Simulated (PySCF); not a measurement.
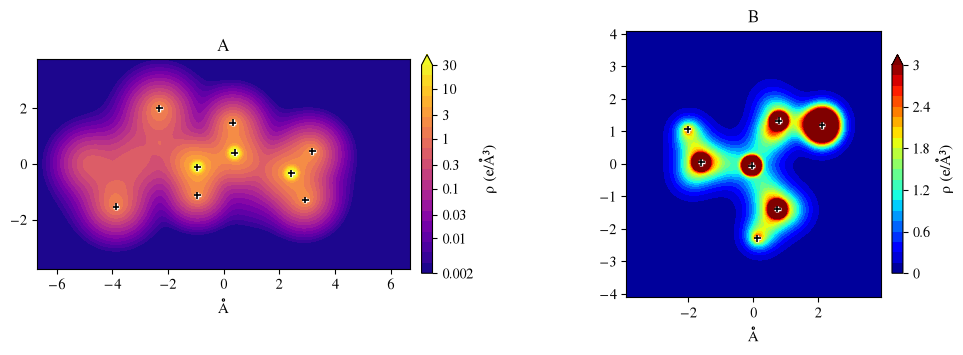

The total electron density of 2 systems, each on a plane through atoms (crosses mark nuclei in the plane).

All numbers below come from PBE0/pcSseg-1, SCF density, gas phase, non-relativistic in PySCF.

System 1: C$_{3}$H$_{6}$BF$_{3}$ (SMILES CB(C)C(F)(F)F), the plane of atoms B1, C2 and H5. Geometry: PBE0-D3(BJ)/def2-SVP.

```tsv
atom	x (Å)	y (Å)	z (Å)
B	0.0400	0.0664	0.0182
C	1.5957	0.0390	-0.0240
H	1.9106	-0.4807	-0.9480
H	1.9884	-0.5938	0.7908
H	2.0787	1.0247	0.0104
C	-0.8192	1.3666	0.0206
H	-0.4966	2.0179	0.8518
H	-1.9056	1.2207	0.0783
H	-0.5857	1.9402	-0.8946
C	-0.7439	-1.3434	0.0295
F	0.0405	-2.4317	0.0432
F	-1.5274	-1.4457	-1.0625
F	-1.5448	-1.4323	1.1086
```

System 2: C$_{4}$H$_{12}$BNSi, the plane of atoms H16, C6 and H17. Geometry: GFN2-xTB.

```xyz
19

B     3.5906    0.6029    0.8107
Si    2.2080   -0.1128   -0.3629
N     0.6771   -0.0329    0.4309
C    -0.5599   -0.4346   -0.1586
C    -1.4910    0.6605   -0.7309
C    -2.6754   -0.0002   -0.0106
C    -1.6931   -0.8593    0.7992
H     4.7164    0.4063    0.5647
H     3.3665    1.2572    1.7539
H     2.3308   -1.5394   -0.7317
H     2.1725    0.5719   -1.6846
H     0.5360    0.6587    1.1526
H    -0.3368   -1.2028   -0.8989
H    -1.2493    1.6437   -0.3301
H    -1.5522    0.7252   -1.8144
H    -3.3169    0.6640    0.5653
H    -3.2939   -0.5933   -0.6808
H    -1.5337   -0.4814    1.8077
H    -1.9054   -1.9245    0.8510
```

Q: Match each panel to its system.

A: Panel A is system 2, C$_{4}$H$_{12}$BNSi: the plane holds N, C and H. C–N (1.43 Å): ρ at the midpoint is about 2 e/Å³. Panel B is system 1, C$_{3}$H$_{6}$BF$_{3}$: the plane holds B, C, H and F. C–F (1.34 Å): the density is about 2.4 e/Å³ at the midpoint.
